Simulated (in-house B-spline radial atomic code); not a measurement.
**Ga²⁰⁺: excited configurations in jj coupling**

Aim: the energies of several excited configurations of Ga²⁰⁺ above a reference configuration, each from its own self-consistent run.

Program: in-house B-spline radial atomic code version 1. Level of theory: Dirac-Hartree-Fock, average of configuration, Fermi nucleus, basis-set limit. These are calculated values, not measurements, unless marked.

## (1) Starting point

```
element       : gallium (Z = 31)
charge        : +20
electrons     : 11
configuration : 1s2 2s2 2p6 3s1
Hamiltonian   : Dirac-Coulomb
nucleus       : Fermi, rms radius 3.997 fm
```

Settings, as recorded:

```ini
Z = 31
electrons = 11.0
configuration = 1s2 2s2 2p6 3s1
hamiltonian = dirac
method = hf
spin_polarised = False
nucleus = fermi
rms_radius = 3.9973
mass_number = 69
atomic_mass = 68.925573528
speed_of_light = 137.035999084
```

From the earlier run of the reference: total energy -1713.840319 hartree. Levels, eight at most:

```csv
orbital,occupation,energy (eV),<r> (bohr)
1s1/2,2,-11284.1,0.04854
2s1/2,2,-2135.54,0.2131
2p1/2,2,-1982.32,0.1846
2p3/2,4,-1953.44,0.1879
3s1/2,1,-807.09,0.5354
```

## (2) Run with 1s2 2s2 2p6 4s1

Changes to the settings of step 1:

```diff
@@ -2,3 +2,3 @@
 electrons = 11.0
-configuration = 1s2 2s2 2p6 3s1
+configuration = 1s2 2s2 2p6 4s1
 hamiltonian = dirac
```

The program writes no log. Results of the run, from its result record (rounded, main fields):

```text
{
  "status": "converged",
  "scf [iteration, energy, orbital gradient]": [
    [1, -1684.40094935, 2.82],
    [2, -1699.90623049, 0.242],
    [3, -1699.98424617, 0.112],
    [4, -1700.00091644, 0.0523],
    [5, -1700.00540965, 0.00358],
    [6, -1700.00543653, 2.04e-05],
    [7, -1700.00543654, 2.16e-07]
  ],
  "energy [hartree]": {"total": -1700.00543654, "kinetic": 1738.03209866, "nuclear": -3694.03707664, "coulomb": 305.821544759, "exact_exchange": -49.8220033163},
  "breit [hartree]": {"gaunt": 0.8511434, "retardation": -0.07179447, "frequency_dependence": -0.002955},
  "qed [hartree]": {"self_energy": 0.622927, "uehling": -0.05852739, "wichmann_kroll": 0.0004997588},
  "recoil [hartree]": 0.010793,
  "total_with_corrections [hartree]": -1698.65335021,
  "orbitals [hartree, bohr; first row names the columns]": [
    ["name", "occ", "eps", "<r>"],
    ["1s1/2", 2.0, -415.70962, 0.048542],
    ["2s1/2", 2.0, -79.303272, 0.21293],
    ["2p1/2", 2.0, -73.735716, 0.18438],
    ["2p3/2", 4.0, -72.671375, 0.18761],
    ["4s1/2", 1.0, -15.823182, 0.99837]
  ],
  "sum_r [bohr^k]": {"-1": 119.1628, "1": 2.640522, "2": 1.487537},
  "energy_minus_base [hartree]": 13.8348824,
  "energy_minus_base_with_corrections [hartree]": 13.8252805
}
```

Run time: 0.51 s. Hardware: 1 thread, shared host.

energy_minus_base is the energy less that of the reference run.

## (3) Run with 1s2 2s2 2p-1 2p+4 3s1 5s1

In configurations, a minus sign after the shell means j = l − 1/2 and a plus sign j = l + 1/2; the count of electrons follows.

Changes to the settings of step 2:

```diff
@@ -2,3 +2,3 @@
 electrons = 11.0
-configuration = 1s2 2s2 2p6 4s1
+configuration = 1s2 2s2 2p-1 2p+4 3s1 5s1
 hamiltonian = dirac
```

Results of the run:

```text
{
  "status": "converged",
  "scf [iteration, energy, orbital gradient]": [
    [1, -1635.31837137, 2.92],
    [2, -1650.98225841, 0.346],
    [3, -1651.04181672, 0.125],
    [4, -1651.05514838, 0.051],
    [5, -1651.0594163, 0.0248],
    [6, -1651.05942645, 0.00114],
    [7, -1651.05942179, 0.00273],
    [8, -1651.05942254, 0.000133],
    [9, -1651.05942256, 6.63e-05],
    [10, -1651.05942256, 1.21e-05],
    [11, -1651.05942256, 2.56e-07]
  ],
  "energy [hartree]": {"total": -1651.05942256, "kinetic": 1687.4925057, "nuclear": -3567.44143297, "coulomb": 272.33417337, "exact_exchange": -43.4446686652},
  "breit [hartree]": {"gaunt": 0.781325, "retardation": -0.06418056, "frequency_dependence": -0.002936921},
  "qed [hartree]": {"self_energy": 0.6316794, "uehling": -0.05919763, "wichmann_kroll": 0.0005054178},
  "recoil [hartree]": 0.0107959,
  "total_with_corrections [hartree]": -1649.76143193,
  "orbitals [hartree, bohr; first row names the columns]": [
    ["name", "occ", "eps", "<r>"],
    ["1s1/2", 2.0, -419.80434, 0.048492],
    ["2s1/2", 2.0, -81.565275, 0.21089],
    ["2p1/2", 1.0, -76.750311, 0.18166],
    ["2p3/2", 4.0, -75.414986, 0.18501],
    ["3s1/2", 1.0, -30.737064, 0.52441],
    ["5s1/2", 1.0, -10.283366, 1.589]
  ],
  "sum_r [bohr^k]": {"-1": 115.0791, "1": 3.553877, "2": 3.457413},
  "energy_minus_base [hartree]": 62.7808964,
  "energy_minus_base_with_corrections [hartree]": 62.7171988
}
```

Run time: 0.99 s. Hardware: 1 thread, shared host.

## (4) 1s2 2s1 2p6 3s1 5f+1

Changes to the settings of step 3:

```diff
@@ -2,3 +2,3 @@
 electrons = 11.0
-configuration = 1s2 2s2 2p-1 2p+4 3s1 5s1
+configuration = 1s2 2s1 2p6 3s1 5f+1
 hamiltonian = dirac
```

Results of the run:

```text
{
  "status": "converged",
  "scf [iteration, energy, orbital gradient]": [
    [1, -1627.93247368, 8.89],
    [2, -1623.80208676, 4.8],
    [3, -1644.093174, 0.608],
    [4, -1644.28340161, 0.381],
    [5, -1644.41075046, 0.0993],
    [6, -1644.43051803, 0.0619],
    [7, -1644.43470672, 0.0131],
    [8, -1644.4350487, 0.00318],
    [9, -1644.43504946, 0.000329],
    [10, -1644.43504947, 6.97e-05],
    [11, -1644.43504947, 1.57e-05],
    [12, -1644.43504947, 1.38e-06],
    [13, -1644.43504947, 3.91e-07],
    [14, -1644.43504947, 4.23e-08]
  ],
  "energy [hartree]": {"total": -1644.43504947, "kinetic": 1680.32801813, "nuclear": -3558.55642494, "coulomb": 276.715037247, "exact_exchange": -42.9216799094},
  "breit [hartree]": {"gaunt": 0.8133364, "retardation": -0.07034297, "frequency_dependence": -0.003108183},
  "qed [hartree]": {"self_energy": 0.5978672, "uehling": -0.05630454, "wichmann_kroll": 0.0004808522},
  "recoil [hartree]": 0.01027984,
  "total_with_corrections [hartree]": -1643.14284088,
  "orbitals [hartree, bohr; first row names the columns]": [
    ["name", "occ", "eps", "<r>"],
    ["1s1/2", 2.0, -419.0163, 0.04855],
    ["2s1/2", 1.0, -77.828591, 0.2011],
    ["2p1/2", 2.0, -75.882049, 0.18237],
    ["2p3/2", 4.0, -74.792446, 0.18556],
    ["3s1/2", 1.0, -34.949964, 0.53327],
    ["5f7/2", 1.0, -8.8966604, 1.4825]
  ],
  "sum_r [bohr^k]": {"-1": 114.7925, "1": 3.420902, "2": 3.112777},
  "energy_minus_base [hartree]": 69.4052695,
  "energy_minus_base_with_corrections [hartree]": 69.3357898
}
```

Wall time 1.4 s (1 thread, shared host).

## (5) 1s2 2s2 2p6 5g+1

Changes to the settings of step 4:

```diff
@@ -2,3 +2,3 @@
 electrons = 11.0
-configuration = 1s2 2s1 2p6 3s1 5f+1
+configuration = 1s2 2s2 2p6 5g+1
 hamiltonian = dirac
```

Results of the run:

```text
{
  "status": "converged",
  "scf [iteration, energy, orbital gradient]": [
    [1, -1677.25799116, 2.83],
    [2, -1692.91538477, 0.227],
    [3, -1692.98583225, 0.106],
    [4, -1693.00101245, 0.0492],
    [5, -1693.0051557, 0.00333],
    [6, -1693.00517759, 1.18e-05],
    [7, -1693.00517759, 1.05e-07]
  ],
  "energy [hartree]": {"total": -1693.00517759, "kinetic": 1730.74901809, "nuclear": -3675.62996585, "coulomb": 301.547427381, "exact_exchange": -49.671657214},
  "breit [hartree]": {"gaunt": 0.8471731, "retardation": -0.07132149, "frequency_dependence": -0.002969409},
  "qed [hartree]": {"self_energy": 0.6202657, "uehling": -0.05829764, "wichmann_kroll": 0.0004978059},
  "recoil [hartree]": 0.01074215,
  "total_with_corrections [hartree]": -1691.6590874,
  "orbitals [hartree, bohr; first row names the columns]": [
    ["name", "occ", "eps", "<r>"],
    ["1s1/2", 2.0, -416.19696, 0.048541],
    ["2s1/2", 2.0, -79.67418, 0.21286],
    ["2p1/2", 2.0, -74.138134, 0.18424],
    ["2p3/2", 4.0, -73.072054, 0.18747],
    ["5g9/2", 1.0, -8.8226428, 1.3087]
  ],
  "sum_r [bohr^k]": {"-1": 118.569, "1": 2.94988, "2": 2.235267},
  "energy_minus_base [hartree]": 20.8351413,
  "energy_minus_base_with_corrections [hartree]": 20.8195433
}
```

Run time: 0.59 s. Hardware: 1 thread, shared host.

## (6) 1s2 2s1 2p6 3s1 6f+1

Changes to the settings of step 5:

```diff
@@ -2,3 +2,3 @@
 electrons = 11.0
-configuration = 1s2 2s2 2p6 5g+1
+configuration = 1s2 2s1 2p6 3s1 6f+1
 hamiltonian = dirac
```

Results of the run:

```text
{
  "status": "converged",
  "scf [iteration, energy, orbital gradient]": [
    [1, -1625.19823993, 8.9],
    [2, -1621.07810517, 4.82],
    [3, -1641.36469145, 0.612],
    [4, -1641.55679352, 0.383],
    [5, -1641.68549184, 0.1],
    [6, -1641.70551211, 0.0626],
    [7, -1641.70974499, 0.0132],
    [8, -1641.71009035, 0.00318],
    [9, -1641.7100911, 0.000333],
    [10, -1641.71009111, 6.93e-05],
    [11, -1641.71009111, 1.58e-05],
    [12, -1641.71009111, 1.37e-06],
    [13, -1641.71009111, 3.68e-07],
    [14, -1641.71009111, 4.28e-08]
  ],
  "energy [hartree]": {"total": -1641.71009111, "kinetic": 1677.60234356, "nuclear": -3550.53102512, "coulomb": 274.133287012, "exact_exchange": -42.9146965668},
  "breit [hartree]": {"gaunt": 0.8133368, "retardation": -0.07033635, "frequency_dependence": -0.003108411},
  "qed [hartree]": {"self_energy": 0.5978793, "uehling": -0.0563058, "wichmann_kroll": 0.0004808629},
  "recoil [hartree]": 0.01025801,
  "total_with_corrections [hartree]": -1640.41788674,
  "orbitals [hartree, bohr; first row names the columns]": [
    ["name", "occ", "eps", "<r>"],
    ["1s1/2", 2.0, -419.27585, 0.04855],
    ["2s1/2", 1.0, -78.078616, 0.20106],
    ["2p1/2", 2.0, -76.141879, 0.18236],
    ["2p3/2", 4.0, -75.051987, 0.18555],
    ["3s1/2", 1.0, -35.197837, 0.53292],
    ["6f7/2", 1.0, -6.1716312, 2.2645]
  ],
  "sum_r [bohr^k]": {"-1": 114.5336, "1": 4.202536, "2": 6.431142},
  "energy_minus_base [hartree]": 72.1302278,
  "energy_minus_base_with_corrections [hartree]": 72.060744
}
```

Run time: 1.5 s. Hardware: 1 thread, shared host.

## (7) The excitation energies

| net move | configuration | energy above the reference (eV) | with Breit, QED, recoil (eV) | largest <r> (bohr) |
| --- | --- | --- | --- | --- |
| 3s → 4s | 1s2 2s2 2p6 4s1 | 376.47 | 376.21 | 0.998 |
| 3s → 5g9/2 | 1s2 2s2 2p6 5g+1 | 566.95 | 566.53 | 1.31 |
| 2p1/2 → 5s | 1s2 2s2 2p-1 2p+4 3s1 5s1 | 1708.36 | 1706.62 | 1.59 |
| 2s → 5f7/2 | 1s2 2s1 2p6 3s1 5f+1 | 1888.61 | 1886.72 | 1.48 |
| 2s → 6f7/2 | 1s2 2s1 2p6 3s1 6f+1 | 1962.76 | 1960.87 | 2.26 |

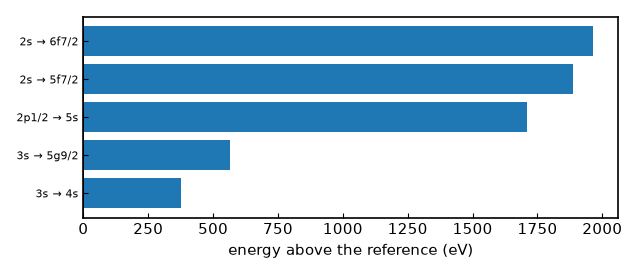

Energy of each configuration above the reference.

At the bottom stands 3s → 4s (376.47 eV), at the top 2s → 6f7/2 (1962.76 eV). 3 of them lie above the ionisation threshold that Koopmans' theorem gives (807.09 eV), where such states can decay by emitting an electron. Two partly filled shells share a symmetry and can mix in the average, which may lower the energy, for: 2p1/2 → 5s; 2s → 5f7/2; 2s → 6f7/2. These are averages over configurations, without correlation, not spectroscopic levels.
